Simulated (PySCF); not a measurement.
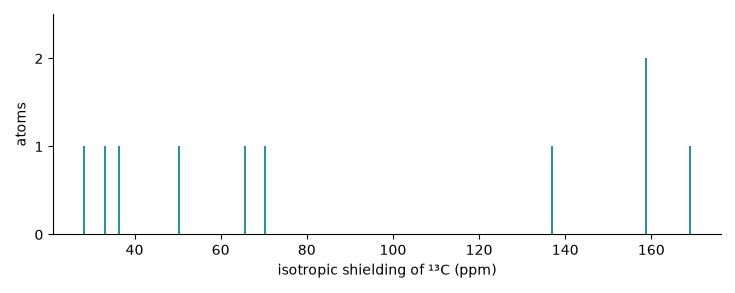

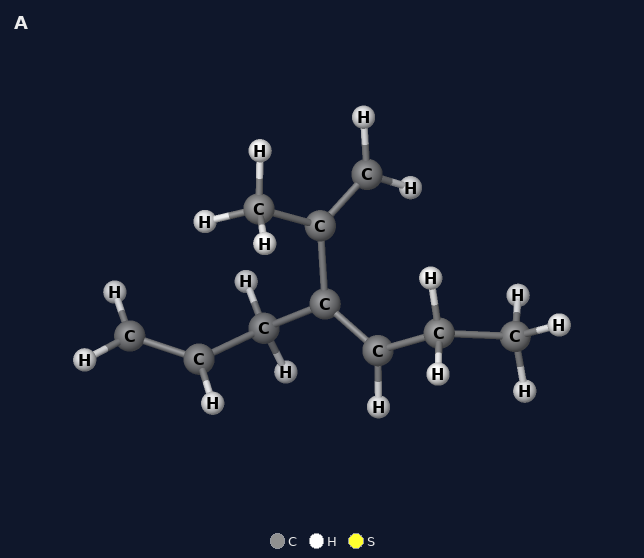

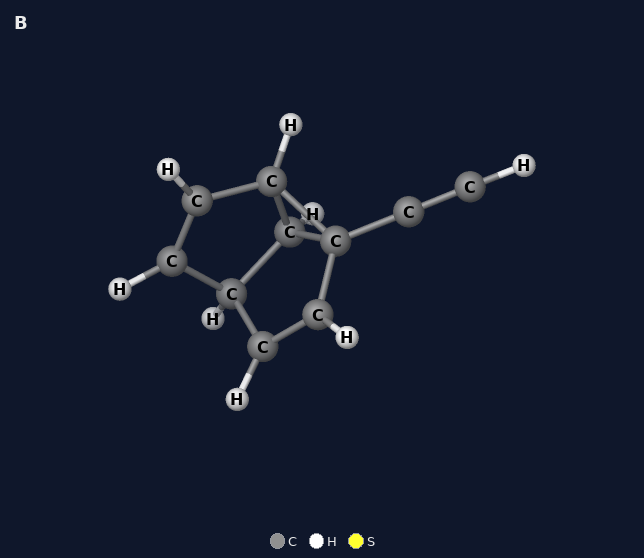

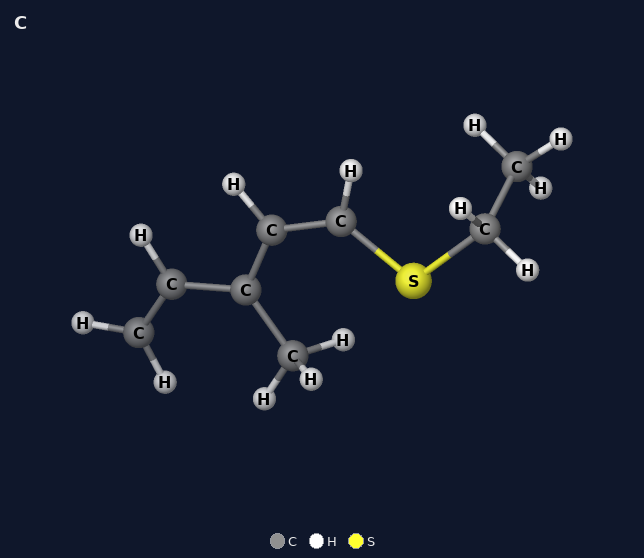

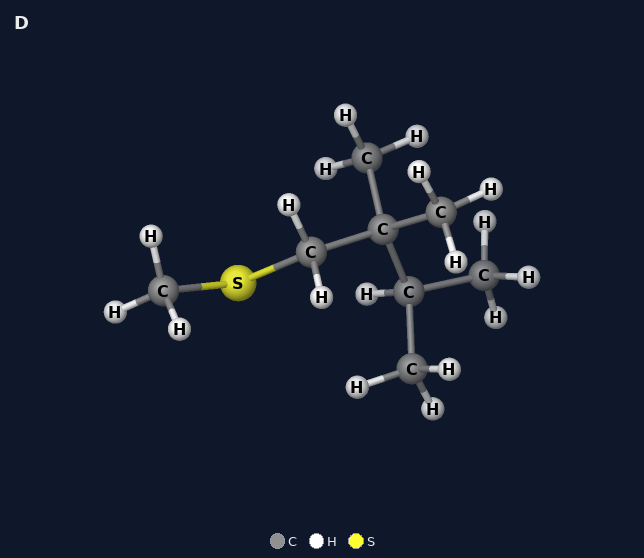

The sticks are computed shieldings of one of the molecules, for one fixed geometry (GFN2-xTB) without averaging over rotations. Low shielding means a high chemical shift. Method: GIAO PBE0/pcSseg-1 NMR shielding, non-relativistic, gas phase (PySCF 2.14.0).

**Match the spectrum to a structure.**

A, `C=CC/C(=C/CC)C(=C)C`. Its 10 C atoms give lines at 28.2, 33.2, 36.4, 50.3, 65.7, 70.3, 137.0, 158.7 (2 atoms), 169.1 ppm.
